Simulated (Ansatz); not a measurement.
**A computed series for InAgTe2: response to strain**

Take InAgTe₂ in the chalcopyrite structure (space group I-42d, No. 122; a = 6.3535 Å, c = 12.6374 Å) as the base. Axes: x, y, z lie along a, b, c of the conventional cell.

Strains are applied to the cell and any free atomic positions relax; under biaxial strain the out-of-plane vector relaxes too.

All numbers come from LDA in Ansatz (plane waves to 420 eV, PAW, no spin-orbit coupling).

Notes on the quantities. energy relative to the base: free energy F.

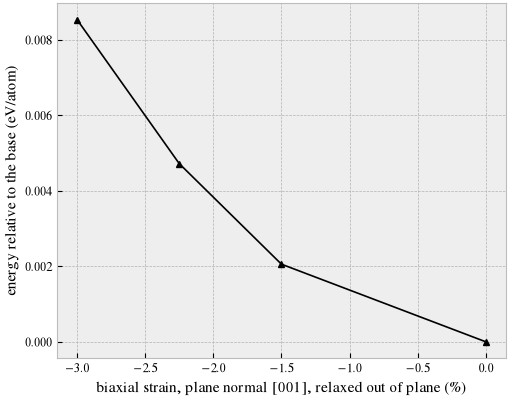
Figure: Energy relative to the base against biaxial strain, plane normal [001], relaxed out of plane

Task: From the plot, what is the energy relative to the base for biaxial strain −1.50 %, plane normal [001], relaxed out of plane?

Result: About 0.0021 eV/atom.

Task: Is the trend monotonic over the range shown?

Result: Yes, it falls throughout, spanning 0 meV/atom to +8.5 meV/atom.

A case with no gap was solved on a k-mesh chosen for an insulator, which is coarse for it. No phonon test of stability was made. All final runs are without spin polarisation.

Ansatz is a quantum-chemistry and plane-wave program.
